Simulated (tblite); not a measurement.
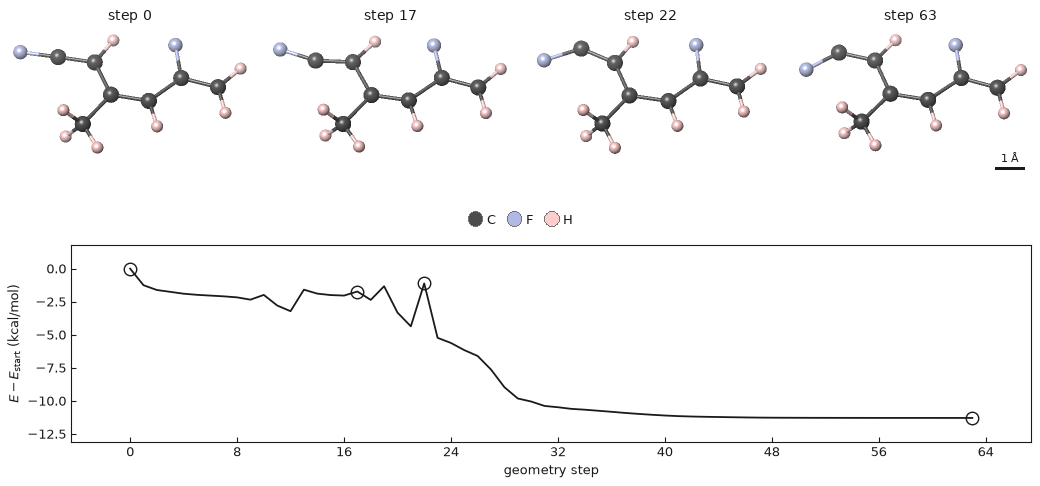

Frames of a relaxation of C7H7F2 (multiplicity 2), marked on the history of the run. Style: ball-and-stick. Shown at a tilt.

Level of theory: GFN2-xTB geometry optimisation, gas phase in tblite. 

> What happens along the run?

After 63 geometry steps the energy has fallen by 11.3 kcal/mol. An F atom moves most after the best rigid fit: 0.75 Å. Largest moves by element: F 0.75 Å, C 0.18 Å, H 0.14 Å. Among the contacts that change: C–C 1.522 → 1.496 Å, C–F 1.340 → 1.321 Å, C–C 1.349 → 1.332 Å, C–C 1.454 → 1.468 Å. Bond angles that change, for instance: C–C–F 179.1° → 134.3°, C–C–H 120.0° → 116.8°, C–C–C 124.0° → 127.1°. From step 0 to 17: a C atom moves most (0.16 Å), energy −1.73 kcal/mol. From step 17 to 22: a C atom moves most (0.52 Å), energy +0.61 kcal/mol. From step 22 to 63: an F atom moves most (0.39 Å), energy −10.2 kcal/mol.
